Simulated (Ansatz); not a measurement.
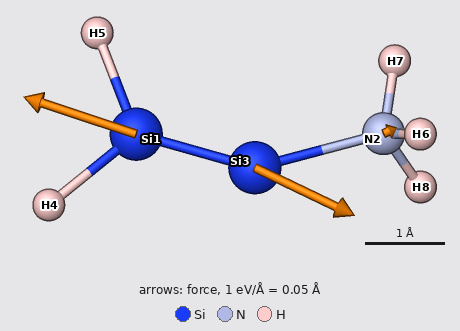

Starting geometry of Si$_{2}$NH$_{5}$ with the computed forces as orange arrows. The picture is a ball-and-stick view, seen at a tilt.

It is one of the separated reactants of a reaction.

Method: RKS PBE-D4/def2-SVP in Ansatz. Set-up: force threshold 0.03 eV/Å; at most 250 steps.

Is this structure relaxed? If not, where do the atoms go?

Answer. It isn't relaxed: the largest force vector, on Si1, is 30.53 eV/Å. The final displacements have little in common with the starting forces (cosine between the two patterns 0.21). The energy falls by 205.8 kcal/mol in 11 geometry steps. The largest force component goes from 23 to 0.012 eV/Å. The largest move after the best rigid fit is that of Si3, 1.16 Å. By element the largest moves are Si 1.16 Å, H 0.81 Å, N 0.11 Å. Near-neighbour distances that change, for instance: Si1–Si3 1.574 → 2.217 Å, N2–Si3 1.700 → 2.101 Å, Si1–H5 1.487 → 1.526 Å, Si1–H4 1.480 → 1.505 Å. Among the angles between lasting bonds that change: Si1–Si3–N2 146.7° → 87.5°, Si3–Si1–H4 121.4° → 129.0°, Si3–Si1–H5 126.6° → 120.8°. Cost: 12 s on 2 threads of Arm Neoverse V2, with other jobs on the host.
